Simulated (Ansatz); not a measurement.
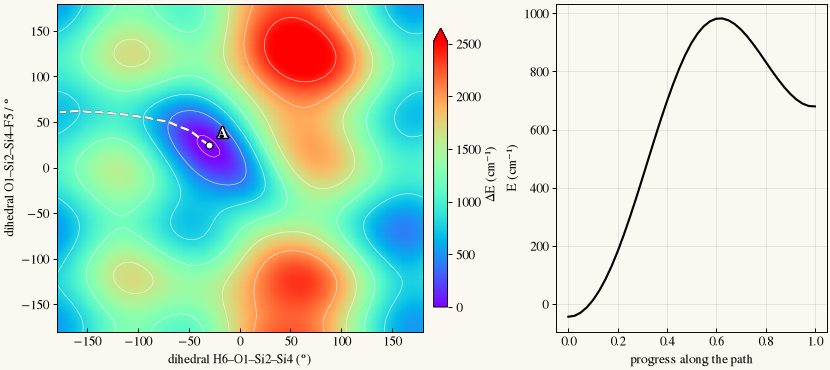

F2H4OSi2, SMILES O[SiH](F)[SiH2]F. The first coordinate is: dihedral H6–O1–Si2–Si4; the second: dihedral O1–Si2–Si4–F5. Nothing is relaxed (all other coordinates rigid). The scan uses an 18 × 18 grid. Energies are in cm⁻¹, from the lowest grid point. Theory: RKS PBE0-D4/def2-SVP (Ansatz).

In the figure: a smooth colour map with a few white contour lines, a line along the lowest path, one colour for all values above the top of the scale, the energy along the path at the right, the start A. Between grid points the surface is interpolated.

### Describe the path and its barrier.

The easiest path leads from the well at about dihedral H6–O1–Si2–Si4 = −30°, dihedral O1–Si2–Si4–F5 = 25° to the well at about dihedral H6–O1–Si2–Si4 = 175°, dihedral O1–Si2–Si4–F5 = 60°, about 720 cm⁻¹ higher. Its highest point lies about 1000 cm⁻¹ above the bottom of the first well on the interpolated surface, at about dihedral H6–O1–Si2–Si4 = −125°, dihedral O1–Si2–Si4–F5 = 60°. Seen from the upper well the barrier is about 300 cm⁻¹. The start is the relaxed structure and all else is held, so a fully relaxed path at this level can only be lower.
